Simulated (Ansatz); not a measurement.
# doublet [BH3O2]+ at 5 levels

Aim: a comparison of 5 runs (UHF/3-21G, UBHLYP/def2-TZVP, UPBE-QIDH/def2-TZVP, UPBE/def2-TZVP, UPBE0/def2-TZVP) of doublet [BH3O2]+. 

The calculation is run with Ansatz 0.2.0.

54 further runs of the same task are left out: 54 set aside as unsound or not needed.

## (1) The structure to begin with

The species is [BH3O2]+ (6 atoms), meant as a doublet with charge +1. SMILES of the parent species: `OBO`. The shape is that of a PBE0-D4/def2-TZVP optimisation. This is one conformer, not always the lowest. That shape belongs to the parent species and isn't relaxed for this state.

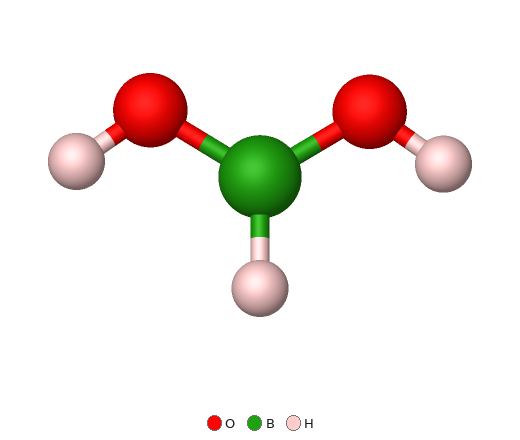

Viewed from a chosen angle; oxygen red, boron green, hydrogen pink.

## (2) The energy at UHF/3-21G (run 1)

Contents of job.yaml:

```yaml
crystal:
  periodic: [false, false, false]
  atoms:
    - {symbol: O, position_ang: [-1.176200, -0.524500, -0.251800]}
    - {symbol: B, position_ang: [0.049500, 0.028100, -0.072900]}
    - {symbol: O, position_ang: [0.580600, -0.053800, 1.172500]}
    - {symbol: H, position_ang: [-1.494700, -0.433500, -1.150600]}
    - {symbol: H, position_ang: [0.637800, 0.565600, -0.976100]}
    - {symbol: H, position_ang: [1.445200, 0.354100, 1.232800]}
basis:
  gaussian: {orbitals: 3-21G.json}
total_charge: 1
magnetization: {spin_polarized: true, initial_magnetization: 1}
hamiltonian: {xc: hf}
accuracy: high
output: {orbitals: {seedname: orbitals}}
```

The basis set 3-21G is read from a file made from the Basis Set Exchange's data (not shown).

On the command line:

```bash
$ ansatz run job.yaml --threads 1 --pin off --max-ram 3480MiB --events-out events.jsonl --progress --plain --runs-dir runs
```

Log:

```text
Warning: RAYON_NUM_THREADS=1 ignored (pool sized by the plan → 1); use --threads N
Functional definition: HF
  name "HF"
  exchange = exact_x
  correlation = 0
683 factors; integrals over basis functions are off by at most 7.4e-9 eV
mean field evaluation 1: about -4750.8885 eV, gradient 4.1e1 eV
mean field evaluation 2: about -4751.0554 eV, gradient 4.1e1 eV
mean field evaluation 4: about -4757.6277 eV, gradient 2.4e0 eV
mean field evaluation 8: about -4757.7485 eV, gradient 5.1e-1 eV
mean field evaluation 16: about -4757.7615 eV, gradient 7.5e-3 eV
mean field evaluation 32: about -4758.6196 eV, gradient 1.7e-1 eV
mean field evaluation 64: about -4758.5548 eV, gradient 6.8e-1 eV
mean field evaluation 96: about -4758.5965 eV, gradient 3.4e-1 eV
mean field evaluation 128: about -4758.5883 eV, gradient 4.4e-1 eV
mean field evaluation 160: about -4757.9374 eV, gradient 7.0e-1 eV
mean field evaluation 192: about -4754.6740 eV, gradient 3.0e1 eV
mean field evaluation 224: about -4757.7615 eV, gradient 4.5e-6 eV
mean field evaluation 256: about -4758.6138 eV, gradient 3.6e-1 eV
mean field -4758.62376144 eV, -174.8761977220 hartree, gradient 7.3e-8 eV, S^2 0.907601; 4 other end points of the search recorded, 0 dependent functions left out
reference -4758.62376144 eV, -174.8761977220 hartree; 12, 11 occupied and 21, 22 virtual orbitals, 683 factors
Total energy: -4758.62376144 eV, -174.8761977220 hartree
```

Run time: 0.5 s. Hardware: 1 thread of AMD EPYC 9R45 (Zen 5), shared host.

## (3) The energy at UBHLYP/def2-TZVP (run 2)

Contents of molecule.yaml:

```yaml
crystal:
  periodic: [false, false, false]
  atoms:
    - symbol: O
      position_ang: [-1.176200, -0.524500, -0.251800]
    - symbol: B
      position_ang: [0.049500, 0.028100, -0.072900]
    - symbol: O
      position_ang: [0.580600, -0.053800, 1.172500]
    - symbol: H
      position_ang: [-1.494700, -0.433500, -1.150600]
    - symbol: H
      position_ang: [0.637800, 0.565600, -0.976100]
    - symbol: H
      position_ang: [1.445200, 0.354100, 1.232800]
basis:
  gaussian: {orbitals: def2-TZVP}
total_charge: 1
magnetization: {spin_polarized: true, initial_magnetization: 1}
hamiltonian: {xc: {name: BHLYP}}
accuracy: high
output: {orbitals: {seedname: orbitals}}
```

On the command line:

```bash
$ ansatz run molecule.yaml --threads 1 --pin off --max-ram 3480MiB --events-out events.jsonl --progress --plain --runs-dir runs
```

Log:

```text
Warning: RAYON_NUM_THREADS=1 ignored (pool sized by the plan → 1); use --threads N
Functional definition: BHLYP
  name "BHLYP"
  parameter a = 0.5
  exchange = (1 - a)*b88_x + a*exact_x
  correlation = lyp_c
1972 factors; integrals over basis functions are off by at most 3.6e-9 eV
mean field evaluation 1: about -4795.3260 eV, gradient 6.6e1 eV
mean field evaluation 2: about -4780.6582 eV, gradient 9.0e1 eV
mean field evaluation 4: about -4809.4367 eV, gradient 2.6e0 eV
mean field evaluation 8: about -4809.5194 eV, gradient 1.1e-1 eV
mean field evaluation 16: about -4809.5196 eV, gradient 9.2e-5 eV
mean field evaluation 32: about -4809.6455 eV, gradient 1.8e-1 eV
mean field -4809.65483878 eV, -176.7515552241 hartree, gradient 2.9e-8 eV, S^2 0.798647; 4 other end points of the search recorded, 0 dependent functions left out
reference -4809.65486083 eV, -176.7515560342 hartree; 12, 11 occupied and 99, 100 virtual orbitals, 1972 factors
Total energy: -4809.65486083 eV, -176.7515560342 hartree
```

It took 11 s on 1 thread of AMD EPYC 9R45 (Zen 5), shared host; peak memory 0.39 GiB.

## (4) A single-point energy at UPBE-QIDH/def2-TZVP (run 3)

Contents of run.yaml:

```yaml
crystal:
  periodic: [false, false, false]
  atoms:
    - {symbol: O, position_ang: [-1.176200, -0.524500, -0.251800]}
    - {symbol: B, position_ang: [0.049500, 0.028100, -0.072900]}
    - {symbol: O, position_ang: [0.580600, -0.053800, 1.172500]}
    - {symbol: H, position_ang: [-1.494700, -0.433500, -1.150600]}
    - {symbol: H, position_ang: [0.637800, 0.565600, -0.976100]}
    - {symbol: H, position_ang: [1.445200, 0.354100, 1.232800]}
basis:
  gaussian:
    orbitals: def2-TZVP
total_charge: 1
magnetization:
  spin_polarized: true
  initial_magnetization: 1
hamiltonian:
  xc: {name: PBE-QIDH}
correlation:
  frozen_orbitals: {B: 1, H: 0, O: 1}
accuracy: high
output: {orbitals: {seedname: orbitals}}
```

On the command line:

```bash
$ ansatz run run.yaml --threads 1 --pin off --max-ram 3480MiB --events-out events.jsonl --progress --plain --runs-dir runs
```

Log, shortened:

```text
Warning: RAYON_NUM_THREADS=1 ignored (pool sized by the plan → 1); use --threads N
Functional definition: PBE-QIDH
  name "PBE-QIDH"
[...]
1972 factors; integrals over basis functions are off by at most 3.6e-9 eV
[...]
mean field -4800.16690245 eV, -176.4028799952 hartree, gradient 1.1e-8 eV, S^2 0.832165; 5 other end points of the search recorded, 0 dependent functions left out
3 core orbitals not correlated: weight in the atoms' cores, before any rotation towards them, 1.000 or more for the frozen orbitals, at most 0.000 for the correlated occupied ones
reference -4800.16690346 eV, -176.4028800321 hartree; 9, 8 occupied and 99, 100 virtual orbitals, 1972 factors
second order -16.24353146 eV of doubles, -0.00000000 eV of singles
Total energy: -4805.58141395 eV, -176.6018596225 hartree
```

Wall time 14 s (1 thread of AMD EPYC 9R45 (Zen 5), shared host); peak memory 0.38 GiB.

Run 4 isn't shown in full; the table further down has it.

## (5) The energy at UPBE0/def2-TZVP (run 5)

Contents of in.yaml:

```yaml
crystal:
  periodic: [false, false, false]
  atoms:
    - symbol: O
      position_ang: [-1.176200, -0.524500, -0.251800]
    - symbol: B
      position_ang: [0.049500, 0.028100, -0.072900]
    - symbol: O
      position_ang: [0.580600, -0.053800, 1.172500]
    - symbol: H
      position_ang: [-1.494700, -0.433500, -1.150600]
    - symbol: H
      position_ang: [0.637800, 0.565600, -0.976100]
    - symbol: H
      position_ang: [1.445200, 0.354100, 1.232800]
basis:
  gaussian:
    orbitals: def2-TZVP
total_charge: 1
magnetization:
  spin_polarized: true
  initial_magnetization: 1
hamiltonian:
  xc: {name: PBE0}
accuracy: high
output: {orbitals: {seedname: orbitals}}
```

On the command line:

```bash
$ ansatz run in.yaml --threads 1 --pin off --max-ram 3480MiB --events-out events.jsonl --progress --plain --runs-dir runs
```

Log:

```text
Warning: RAYON_NUM_THREADS=1 ignored (pool sized by the plan → 1); use --threads N
Functional definition: PBE0
  name "PBE0"
  parameter a = 0.25
  parameter kappa = 0.804
  parameter beta = 0.06672455060314922
  exchange = (1 - a)*pbe_x(kappa = kappa, mu = beta*pi^2/3) + a*exact_x
  correlation = pbe_c(beta = beta)
1972 factors; integrals over basis functions are off by at most 3.6e-9 eV
mean field evaluation 1: about -4789.0562 eV, gradient 7.4e1 eV
mean field evaluation 2: about -4741.7233 eV, gradient 1.3e2 eV
mean field evaluation 4: about -4806.2662 eV, gradient 9.2e0 eV
mean field evaluation 8: about -4806.7622 eV, gradient 4.4e-1 eV
mean field evaluation 16: about -4806.7630 eV, gradient 2.6e-4 eV
mean field evaluation 32: about -4806.7715 eV, gradient 2.4e-6 eV
mean field -4806.77153359 eV, -176.6455957125 hartree, gradient 5.8e-8 eV, S^2 0.761458; 2 other end points of the search recorded, 0 dependent functions left out
reference -4806.77153600 eV, -176.6455958012 hartree; 12, 11 occupied and 99, 100 virtual orbitals, 1972 factors
Total energy: -4806.77153600 eV, -176.6455958012 hartree
```

Run time: 13 s. Hardware: 1 thread of AMD EPYC 9R45 (Zen 5), shared host; peak memory 0.39 GiB.

## (6) Overview of the runs

| run | level | frozen core orbitals | energy (Eh) | HOMO energy (eV) | LUMO energy (eV) | ⟨S²⟩ | wall time |
| --- | --- | --- | --- | --- | --- | --- | --- |
| 1 | UHF/3-21G | – | -174.876198 | -19.31 | -8.89 | 0.908 | 0.5 s |
| 2 | UBHLYP/def2-TZVP | – | -176.751556 | -18.38 | -13.25 | 0.799 | 11 s |
| 3 | UPBE-QIDH/def2-TZVP | 3 | -176.601860 | -18.96 | -11.87 | 0.832 | 14 s |
| 4 | UPBE/def2-TZVP | – | -176.654595 | -15.49 | -15.33 | 0.753 | 9.3 s |
| 5 | UPBE0/def2-TZVP | – | -176.645596 | -17.21 | -14.51 | 0.761 | 13 s |

## (7) What came out

| quantity | value |
| --- | --- |
| run 5: total energy | -176.64560 Eh |
| run 5: HOMO energy (highest over α and β) | -17.21 eV |
| run 5: LUMO energy (lowest over α and β) | -14.51 eV |
| run 5: ⟨S²⟩ | 0.761 |

**Reading.** Totals of different functionals can't be ranked against each other. Spin contamination of the reference: run 1 ⟨S²⟩ = 0.91. All runs together took 48 s, the longest 14 s.
